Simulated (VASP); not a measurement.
# CrO2: cell size against the level of theory, part 4 of 9

Aim: relax CrO2 at several levels and hold each cell against experiment. The start is a cell from a database of measured crystal structures.

VASP 6.6.1, plane waves and PAW; the level of theory is named at each step.

So far. Step 3 (Magnetic order: antiferromagnetic within the cell): The energy lies +57.4 meV an atom from the first pattern. The run ends antiferromagnetic with a largest moment of 2.01 μB, and the mesh shows a gap of 0.10 eV. Step 4 (Magnetic order: antiferromagnetic, q = (0, 0, 1/2)): The energy lies +42.6 meV an atom from the first pattern. The run ends antiferromagnetic with a largest moment of 2.07 μB, and the mesh shows a gap of 0.14 eV.

### Step 5. Magnetic order: antiferromagnetic, q = (1/2, 1/2, 1/2)

Level of this step: LDA, DFT+U (Cr d 4 eV), spin-polarised from an antiferromagnetic start; plane waves and PAW (Cr_pv, O) (VASP).

Next, a pattern with opposite moments, which needs a doubled cell; q is given in the reciprocal vectors of the primitive cell.

File INCAR:

```
SYSTEM = CrO2
PREC = Accurate
ENCUT = 520
EDIFF = 1E-06
NELM = 100
ISMEAR = -1
SIGMA = 0.05
LREAL = .FALSE.
ALGO = Normal
GGA = CA
NBANDS = 66
ISPIN = 2
MAGMOM = 3 -3 3 -3 0 0 0 0 0 0 0 0
LDAU = .TRUE.
LDAUTYPE = 2
LDAUL = 2 -1
LDAUU = 4 0
LDAUJ = 0 0
LDAUPRINT = 1
LASPH = .TRUE.
LMAXMIX = 4
LORBIT = 11
LWAVE = .FALSE.
LCHARG = .FALSE.
KPAR = 8
ISIF = 2
```

File POSCAR:

```
CrO2
1.0
    8.8420000000      0.0000000000      0.0000000000
    4.4210000000      4.4210000000      0.0000000000
    4.4210000000      0.0000000000      2.9170000000
Cr O
4 8
Direct
    0.0000000000      0.0000000000      0.0000000000
    0.5000000000      0.0000000000      0.0000000000
    0.7500000000      0.5000000000      0.5000000000
    0.2500000000      0.5000000000      0.5000000000
    0.0000000000      0.3010000000      0.0000000000
    0.5000000000      0.3010000000      0.0000000000
    0.4490000000      0.8010000000      0.5000000000
    0.9490000000      0.8010000000      0.5000000000
    0.0000000000      0.6990000000      0.0000000000
    0.5000000000      0.6990000000      0.0000000000
    0.0510000000      0.1990000000      0.5000000000
    0.5510000000      0.1990000000      0.5000000000
```

File KPOINTS:

```
Automatic mesh
0
Gamma
8 8 8
0 0 0
```

PAW data sets: Cr_pv and O (PBE family, release 64).

On the command line:

```console
$ mpirun -np 8 vasp_std
```

Output:

```text
[... set-up lines as in an earlier step ...]
 entering main loop
       N       E                     dE             d eps       ncg     rms          rms(c)
DAV:   1     0.132367708109E+04    0.13237E+04   -0.50706E+04 15576   0.165E+03
DAV:   2     0.260054331356E+02   -0.12977E+04   -0.11837E+04 16490   0.511E+02
DAV:   3    -0.121142229177E+03   -0.14715E+03   -0.14154E+03 16916   0.183E+02
DAV:   4    -0.125747528410E+03   -0.46053E+01   -0.45671E+01 17366   0.318E+01
DAV:   5    -0.125863610538E+03   -0.11608E+00   -0.11599E+00 21812   0.456E+00    0.605E+01
DAV:   6    -0.107766047032E+03    0.18098E+02   -0.15925E+02 18784   0.935E+01    0.473E+01
DAV:   7    -0.998462135685E+02    0.79198E+01   -0.58967E+01 16844   0.835E+01    0.254E+01
DAV:   8    -0.980049374764E+02    0.18413E+01   -0.91753E+00 16684   0.188E+01    0.115E+01
DAV:   9    -0.973198309496E+02    0.68511E+00   -0.18988E+00 22184   0.148E+01    0.519E+00
DAV:  10    -0.974004010332E+02   -0.80570E-01   -0.61979E-01 18216   0.616E+00    0.267E+00
DAV:  11    -0.974179930511E+02   -0.17592E-01   -0.60949E-02 18864   0.147E+00    0.155E+00
DAV:  12    -0.974226567224E+02   -0.46637E-02   -0.94492E-03 18648   0.786E-01    0.625E-01
DAV:  13    -0.974245492984E+02   -0.18926E-02   -0.14073E-03 18764   0.261E-01    0.283E-01
DAV:  14    -0.974247341846E+02   -0.18489E-03   -0.55182E-04 18556   0.128E-01    0.166E-01
DAV:  15    -0.974249295060E+02   -0.19532E-03   -0.29851E-04 19492   0.110E-01    0.735E-02
DAV:  16    -0.974249975768E+02   -0.68071E-04   -0.10254E-04 17852   0.850E-02    0.405E-02
DAV:  17    -0.974250046746E+02   -0.70978E-05   -0.37029E-05 18942   0.563E-02    0.187E-02
DAV:  18    -0.974250043081E+02    0.36653E-06   -0.14217E-05 15682   0.207E-02    0.106E-02
DAV:  19    -0.974250041972E+02    0.11095E-06   -0.52149E-07  8464   0.555E-03
   1 F= -.97425004E+02 E0= -.97424628E+02  d E =-.752901E-03  mag=     0.0000
```

It took 3.5 min on 8 MPI ranks of Intel Xeon 6975P-C (Granite Rapids), shared host; peak memory 5.8 GiB; 22 min of CPU time.

OUTCAR, selected parts (step 5):

```text
   k-points           NKPTS =     59   k-points in BZ     NKDIM =     59   number of bands    NBANDS=     66

   ENCUT  =  520.0 eV  38.22 Ry    6.18 a.u.  16.44 11.63  9.85*2*pi/ulx,y,z

   NELECT =      96.0000    total number of electrons

atom =   1  type =  1  l = 2

 onsite density matrix

spin component  1

  0.6063 -0.0000  0.2560  0.0000  0.0000
 -0.0000  0.6678 -0.0000  0.2656 -0.0000
  0.2560 -0.0000  0.7625  0.0000 -0.0000
  0.0000  0.2656  0.0000  0.6678 -0.0000
  0.0000 -0.0000 -0.0000 -0.0000  0.3344

spin component  2

  0.2720  0.0000 -0.1226  0.0000 -0.0000
  0.0000  0.2092  0.0000 -0.1072  0.0000
 -0.1226  0.0000  0.1412 -0.0000 -0.0000
  0.0000 -0.1072 -0.0000  0.2092 -0.0000
 -0.0000  0.0000 -0.0000 -0.0000  0.1440

 occupancies and eigenvectors

  o =  0.0676  v =  0.0000  0.0000  0.0000  0.0000  0.0000 -0.5145 -0.0000 -0.8575  0.0000 -0.0000      0.0000  0.0000  0.0000  0.0000  0.0000  0.0000  0.0000  0.0000  0.0000  0.0000
  o =  0.1020  v =  0.0000  0.0000  0.0000  0.0000  0.0000  0.0000  0.7071  0.0000  0.7071 -0.0000      0.0000  0.0000  0.0000  0.0000  0.0000  0.0000  0.0000  0.0000  0.0000  0.0000
  o =  0.1440  v =  0.0000  0.0000  0.0000  0.0000  0.0000 -0.0000  0.0000 -0.0000  0.0000  1.0000      0.0000  0.0000  0.0000  0.0000  0.0000  0.0000  0.0000  0.0000  0.0000  0.0000
  o =  0.3164  v =  0.0000  0.0000  0.0000  0.0000  0.0000  0.0000  0.7071 -0.0000 -0.7071 -0.0000      0.0000  0.0000  0.0000  0.0000  0.0000  0.0000  0.0000  0.0000  0.0000  0.0000
  o =  0.3344  v = -0.0000  0.0000  0.0000 -0.0000  1.0000  0.0000  0.0000  0.0000  0.0000  0.0000      0.0000  0.0000  0.0000  0.0000  0.0000  0.0000  0.0000  0.0000  0.0000  0.0000
  o =  0.3456  v =  0.0000  0.0000  0.0000  0.0000  0.0000 -0.8575 -0.0000  0.5145 -0.0000 -0.0000      0.0000  0.0000  0.0000  0.0000  0.0000  0.0000  0.0000  0.0000  0.0000  0.0000
  o =  0.4023  v = -0.0000 -0.7071  0.0000  0.7071  0.0000  0.0000  0.0000  0.0000  0.0000  0.0000      0.0000  0.0000  0.0000  0.0000  0.0000  0.0000  0.0000  0.0000  0.0000  0.0000
  o =  0.4168  v =  0.8037 -0.0000 -0.5951  0.0000  0.0000  0.0000  0.0000  0.0000  0.0000  0.0000      0.0000  0.0000  0.0000  0.0000  0.0000  0.0000  0.0000  0.0000  0.0000  0.0000
  o =  0.9334  v = -0.0000  0.7071 -0.0000  0.7071  0.0000  0.0000  0.0000  0.0000  0.0000  0.0000      0.0000  0.0000  0.0000  0.0000  0.0000  0.0000  0.0000  0.0000  0.0000  0.0000
  o =  0.9521  v = -0.5951 -0.0000 -0.8037 -0.0000  0.0000  0.0000  0.0000  0.0000  0.0000  0.0000      0.0000  0.0000  0.0000  0.0000  0.0000  0.0000  0.0000  0.0000  0.0000  0.0000

atom =   2  type =  1  l = 2

 onsite density matrix

spin component  1

  0.2720  0.0000 -0.1226  0.0000 -0.0000
  0.0000  0.2092  0.0000 -0.1072  0.0000
 -0.1226  0.0000  0.1412 -0.0000  0.0000
  0.0000 -0.1072 -0.0000  0.2092 -0.0000
 -0.0000  0.0000  0.0000 -0.0000  0.1440

spin component  2

  0.6063 -0.0000  0.2560  0.0000  0.0000
 -0.0000  0.6678 -0.0000  0.2656 -0.0000
  0.2560 -0.0000  0.7625  0.0000  0.0000
  0.0000  0.2656  0.0000  0.6678 -0.0000
  0.0000 -0.0000  0.0000 -0.0000  0.3344

 occupancies and eigenvectors

  o =  0.0676  v = -0.5145  0.0000 -0.8575  0.0000  0.0000  0.0000  0.0000  0.0000  0.0000  0.0000      0.0000  0.0000  0.0000  0.0000  0.0000  0.0000  0.0000  0.0000  0.0000  0.0000
  o =  0.1020  v =  0.0000 -0.7071 -0.0000 -0.7071  0.0000  0.0000  0.0000  0.0000  0.0000  0.0000      0.0000  0.0000  0.0000  0.0000  0.0000  0.0000  0.0000  0.0000  0.0000  0.0000
  o =  0.1440  v = -0.0000 -0.0000 -0.0000  0.0000 -1.0000  0.0000  0.0000  0.0000  0.0000  0.0000      0.0000  0.0000  0.0000  0.0000  0.0000  0.0000  0.0000  0.0000  0.0000  0.0000
  o =  0.3164  v =  0.0000  0.7071 -0.0000 -0.7071 -0.0000  0.0000  0.0000  0.0000  0.0000  0.0000      0.0000  0.0000  0.0000  0.0000  0.0000  0.0000  0.0000  0.0000  0.0000  0.0000
[...]
o =  0.3164  v =  0.0000  0.7071  0.0000  0.7071 -0.0000  0.0000  0.0000  0.0000  0.0000  0.0000      0.0000  0.0000  0.0000  0.0000  0.0000  0.0000  0.0000  0.0000  0.0000  0.0000
  o =  0.3344  v =  0.0000  0.0000  0.0000  0.0000  0.0000 -0.0000 -0.0000 -0.0000 -0.0000 -1.0000      0.0000  0.0000  0.0000  0.0000  0.0000  0.0000  0.0000  0.0000  0.0000  0.0000
  o =  0.3456  v = -0.8575  0.0000 -0.5145  0.0000  0.0000  0.0000  0.0000  0.0000  0.0000  0.0000      0.0000  0.0000  0.0000  0.0000  0.0000  0.0000  0.0000  0.0000  0.0000  0.0000
  o =  0.4023  v =  0.0000  0.0000  0.0000  0.0000  0.0000 -0.0000  0.7071 -0.0000  0.7071 -0.0000      0.0000  0.0000  0.0000  0.0000  0.0000  0.0000  0.0000  0.0000  0.0000  0.0000
  o =  0.4168  v =  0.0000  0.0000  0.0000  0.0000  0.0000  0.8037  0.0000  0.5951  0.0000 -0.0000      0.0000  0.0000  0.0000  0.0000  0.0000  0.0000  0.0000  0.0000  0.0000  0.0000
  o =  0.9334  v =  0.0000  0.0000  0.0000  0.0000  0.0000  0.0000  0.7071  0.0000 -0.7071 -0.0000      0.0000  0.0000  0.0000  0.0000  0.0000  0.0000  0.0000  0.0000  0.0000  0.0000
  o =  0.9521  v =  0.0000  0.0000  0.0000  0.0000  0.0000  0.5951 -0.0000 -0.8037 -0.0000  0.0000      0.0000  0.0000  0.0000  0.0000  0.0000  0.0000  0.0000  0.0000  0.0000  0.0000

 E-fermi :   4.8484

 spin component 1
 k-point     1 :       0.0000    0.0000    0.0000
  band No.  band energies     occupation
    ...
     44       4.0974      1.00000
     45       4.0974      1.00000
     46       4.2010      1.00000
     47       4.2010      1.00000
     48       4.7022      0.94905
     49       4.9656      0.08759
     50       5.8042      0.00000
     51       6.9507      0.00000
     52       6.9540      0.00000
     53       7.4353      0.00000
    ...

 k-point     2 :       0.1250    0.0000    0.0000
  band No.  band energies     occupation
    ...
     44       3.9210      1.00000
     45       3.9898      1.00000
     46       4.1698      1.00000
     47       4.2083      1.00000
     48       4.6546      0.97970
     49       5.0544      0.01598
     50       5.8372      0.00000
     51       6.9813      0.00000
     52       7.0623      0.00000
     53       7.4698      0.00000
    ...

  Total       -4.4154220     -4.4154220     -2.5635216      0.0000000      0.0000000      0.0000000
  in kB      -62.0405082    -62.0405082    -36.0197017      0.0000000      0.0000000      0.0000000
  external PRESSURE =     -53.3669061 kB  Pullay stress =       0.0000000 kB

 POSITION                                       TOTAL-FORCE (eV/Angst)
 -----------------------------------------------------------------------------------
      0.00000      0.00000      0.00000        -0.000000     -0.000000     -0.003249
      4.42100      0.00000      0.00000        -0.000000     -0.000000     -0.003249
     11.05250      2.21050      1.45850        -0.000000      0.000000     -0.003249
      6.63150      2.21050      1.45850        -0.000000      0.000000     -0.003249
      1.33072      1.33072      0.00000        -0.233782     -0.233782      0.001624
      5.75172      1.33072      0.00000        -0.233782     -0.233782      0.001624
      9.72178      3.54122      1.45850         0.233782     -0.233782      0.001624
     14.14278      3.54122      1.45850         0.233782     -0.233782      0.001624
      3.09028      3.09028      0.00000         0.233782      0.233782      0.001624
      7.51128      3.09028      0.00000         0.233782      0.233782      0.001624
      3.54122      0.87978      1.45850        -0.233782      0.233782      0.001624
      7.96222      0.87978      1.45850        -0.233782      0.233782      0.001624
 -----------------------------------------------------------------------------------
    total drift:                                0.000000     -0.000000      0.000014

  FREE ENERGIE OF THE ION-ELECTRON SYSTEM (eV)
  ---------------------------------------------------
  free  energy   TOTEN  =       -97.4250041972 eV

  energy  without entropy=      -97.4242512962  energy(sigma->0) =      -97.42462775

 magnetization (x)
# of ion       s       p       d       tot
------------------------------------------
    1        0.007   0.017   2.060   2.084
    2       -0.007  -0.017  -2.060  -2.084
    3        0.007   0.017   2.060   2.084
    4       -0.007  -0.017  -2.060  -2.084
    5       -0.002  -0.052   0.000  -0.054
    6        0.002   0.052   0.000   0.054
    7       -0.002  -0.052   0.000  -0.054
    8        0.002   0.052   0.000   0.054
    9       -0.002  -0.052   0.000  -0.054
   10        0.002   0.052   0.000   0.054
   11       -0.002  -0.052   0.000  -0.054
   12        0.002   0.052   0.000   0.054
--------------------------------------------------
tot          0.000   0.000   0.000   0.000

[... 2 parts as in an earlier step ...]

[... 13 further parts left out ...]
```

Numbers from this step:

- irreducible k-points: 59
- free energy (TOTEN): -97.4250 eV
- energy at zero smearing: -97.4246 eV
- Fermi energy: 4.848 eV
- pressure: -5.337 GPa
- valence top at k: 0, 0, 0
- conduction bottom at k: 0, 0, 0
- least direct gap at k: 0, 0, 0
- gap on the k-mesh: 0.2634 eV
- least direct gap on the k-mesh: 0.2634 eV

Force by atom:

| atom | x (eV/Å) | y (eV/Å) | z (eV/Å) | size |
| --- | --- | --- | --- | --- |
| Cr1 | 0.000 | 0.000 | -0.003 | 0.003 |
| Cr2 | 0.000 | 0.000 | -0.003 | 0.003 |
| Cr3 | 0.000 | 0.000 | -0.003 | 0.003 |
| Cr4 | 0.000 | 0.000 | -0.003 | 0.003 |
| O5 | -0.234 | -0.234 | 0.002 | 0.331 |
| O6 | -0.234 | -0.234 | 0.002 | 0.331 |
| O7 | 0.234 | -0.234 | 0.002 | 0.331 |
| O8 | 0.234 | -0.234 | 0.002 | 0.331 |
| O9 | 0.234 | 0.234 | 0.002 | 0.331 |
| O10 | 0.234 | 0.234 | 0.002 | 0.331 |
| O11 | -0.234 | 0.234 | 0.002 | 0.331 |
| O12 | -0.234 | 0.234 | 0.002 | 0.331 |

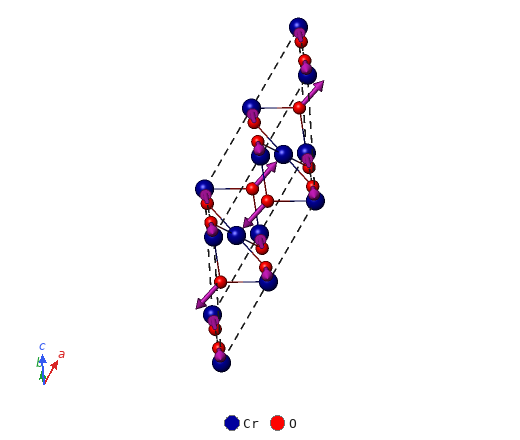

Force as arrows, the longest 0.331 eV/Å. Some periodic images of atoms are drawn too.

The energy lies +39.2 meV an atom from the first pattern. The run ends antiferromagnetic with a largest moment of 2.08 μB, and the mesh shows a gap of 0.26 eV.

(Continued in part 5 of 9.)

[Lines on the potential files, build, host, timing and source positions are cut from VASP's logs without a mark.]

[Logs are printed without paths, hosts, clocks, repeated set-up lines and the standing remarks that a program may print on its own settings, such as how far it seeks lower states.]

[Hosts, paths, dates, database ids (printed as entryN), source tags and the programs' standing remarks are cut or masked in the printed files.]

[A measured line is paired with the nearest computed mode of its activity, which favours agreement.]

[In band tables of VASP the shares of atoms and orbitals are scaled to a sum of 1 inside the atoms' spheres.]
